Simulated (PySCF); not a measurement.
SMILES Fc1[c]c(F)c(c(c1F)F)F (C₆F₅), doublet at its PBE0/def2-SVP optimised geometry (Å):

```
11

F      2.0172    -2.3675    -0.0005
C      1.3682    -1.2186     0.0002
C      2.0024     0.0005     0.0001
C      1.3757     1.2236     0.0000
F      2.0331     2.3675     0.0000
C     -0.0236     1.2236     0.0000
F     -0.6962     2.3590     0.0000
C     -0.7142     0.0096     0.0002
F     -2.0331     0.0124     0.0001
C     -0.0309    -1.2085     0.0005
F     -0.7107    -2.3394     0.0006
```

Computed with unrestricted PBE0/def2-TZVP (PySCF 2.14.0).

Map of the log10 of the electron density (e/bohr³), floored at −4 on the plane z = 0.6 Å:

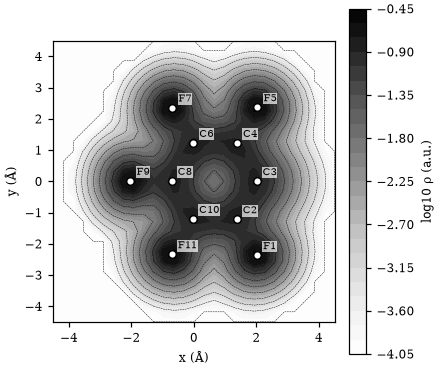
Figure. Log10 of the electron density (e/bohr³), floored at −4 on the plane z = 0.6 Å.
